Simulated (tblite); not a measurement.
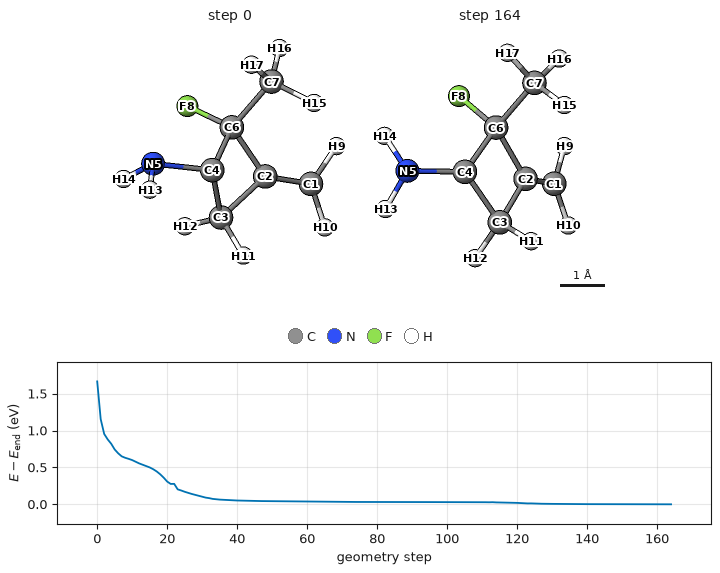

First and last geometry of a relaxation of C6H9FN (multiplicity 2), with the history of the run. The picture is a ball-and-stick view, seen at a tilt.

Computed with GFN2-xTB geometry optimisation, gas phase in tblite 0.8.0. 

> Read the history and describe the run.

It converged. After 164 geometry steps the energy has fallen by 1.667 eV. The atom that moves furthest after the best rigid fit is H13 (1.34 Å). Largest moves by element: H 1.34 Å, C 0.57 Å, F 0.35 Å, N 0.28 Å. Among the contacts that change: C4–N5 1.435 → 1.376 Å, N5–H13 1.051 → 1.012 Å, C7–H15 1.124 → 1.086 Å, C2–C6 1.479 → 1.513 Å. Among the angles between lasting bonds that change: C3–C4–N5 114.4° → 128.5°, N5–C4–C6 115.6° → 127.2°, C4–N5–H13 105.4° → 115.9°. Groups turn about C6–C7 by about 20°.
